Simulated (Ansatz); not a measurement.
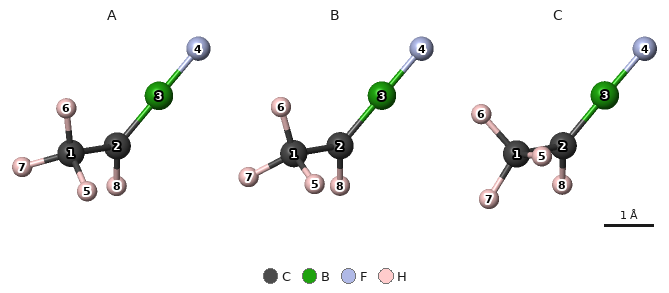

3 geometries from a converged minimum-energy path of C$_{2}$H$_{4}$BF, shuffled. Style: ball-and-stick. Shown from a free direction.

Theory: RKS PBE0-D4/STO-3G in Ansatz. Settings: 9 movable images; climbing image; force threshold 0.05 eV/Å; iteration limit 60; starting path through a guess of the saddle point.

Which frame is the top of the path?

C. In order along the path, whose images run from 0 to 10: C (image 5, +6.1 kJ/mol), B (image 8, +2.1 kJ/mol), A (image 9, +0.6 kJ/mol). No bond forms or breaks between the ends.

Limits of the set-up: STO-3G is a minimal basis, so the numbers are rough.
